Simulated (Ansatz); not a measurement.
The calculation's input:

```
crystal:
  periodic: [false, false, false]
  atoms:
    - {symbol: C, position_ang: [-2.499493, -0.230556, 1.075828]}
    - {symbol: Ge, position_ang: [-0.502677, 0.470326, -0.879675]}
    - {symbol: "N", position_ang: [-1.815074, -0.539521, -0.154896]}
    - {symbol: "N", position_ang: [-0.083619, -0.319652, -2.462344]}
    - {symbol: "N", position_ang: [-1.134472, 2.180429, -0.744997]}
    - {symbol: O, position_ang: [1.095448, 0.498028, -0.092345]}
    - {symbol: H, position_ang: [-2.036610, -0.677380, 1.978174]}
    - {symbol: H, position_ang: [-2.510357, 0.860212, 1.223961]}
    - {symbol: H, position_ang: [-3.552921, -0.562382, 1.050597]}
    - {symbol: H, position_ang: [-1.738376, -1.529438, -0.361549]}
    - {symbol: H, position_ang: [0.874897, -0.158222, -2.757082]}
    - {symbol: H, position_ang: [-0.715709, -0.140382, -3.235574]}
    - {symbol: H, position_ang: [-2.067734, 2.332679, -1.115948]}
    - {symbol: H, position_ang: [-0.511047, 2.906903, -1.083440]}
    - {symbol: H, position_ang: [1.062146, 0.930987, 0.766586]}
basis:
  gaussian:
    orbitals: def2-SVPD
hamiltonian:
  xc: pbe0
output: {forces: true, orbitals: {seedname: orbitals}}
```

Launched as:

```sh
ansatz run input.yaml --threads 2 --pin off --max-ram 6090MiB --events-out events.jsonl --progress --plain --runs-dir runs
```

Geometry: PBE0-D4/def2-SVP.

Level of theory: isolated molecule in a Gaussian basis; Kohn-Sham density functional theory, functional PBE0 in Ansatz.

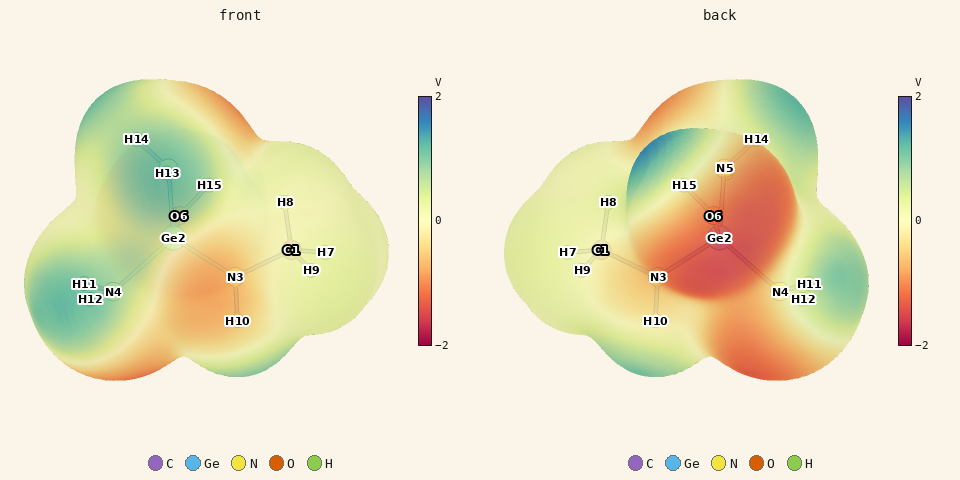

CH$_{9}$GeN$_{3}$O (SMILES C[NH][Ge]([NH2])([NH2])[OH]). The molecular electrostatic potential painted on the density surface at 0.001 e/bohr³, seen from the front and from behind; red is negative and blue positive.

Q: Describe the electrostatic potential map.

A: The most negative region (about −1.5 V, or −35 kcal/mol for a unit charge) lies over O6, the most positive (about +1.5 V, or +35 kcal/mol for a unit charge) over H15. O6 is the likeliest acceptor of a hydrogen bond.

Q: What dipole moment does the calculation give?

A: Its dipole moment is 1.83 D.
